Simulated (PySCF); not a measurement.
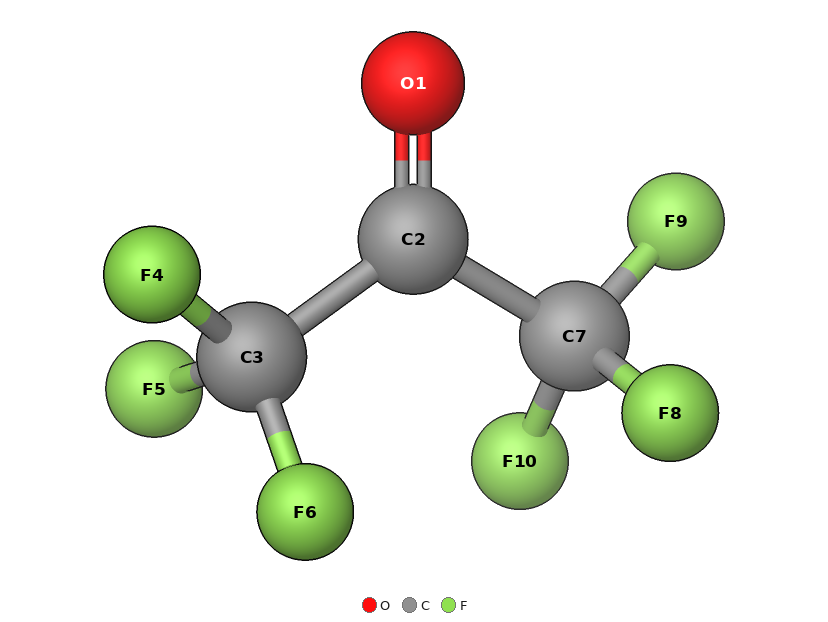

The computed structure is the end point of a PBE0-D3(BJ)/def2-TZVP optimisation. No frequency run is at hand to confirm it as a minimum. Method: GIAO ωB97X-D/pcSseg-2 NMR shielding, non-relativistic, gas phase (PySCF 2.14.0), and the same with a continuum solvent (IEF-PCM, Bondi radii x 1.2, gas-phase geometry).

How do dipole (D), HOMO–LUMO gap (eV), σ(O1) (ppm), σ(F4) (ppm), σ(F5) (ppm) change in chloroform (ε = 4.7)?

```csv
medium,dipole (D),HOMO–LUMO gap (eV),σ(O1) (ppm),σ(F4) (ppm),σ(F5) (ppm)
gas phase,0.51,10.29,−354.0,269.3,254.9
chloroform,0.62,10.34,−336.1,270.6,255.2
```
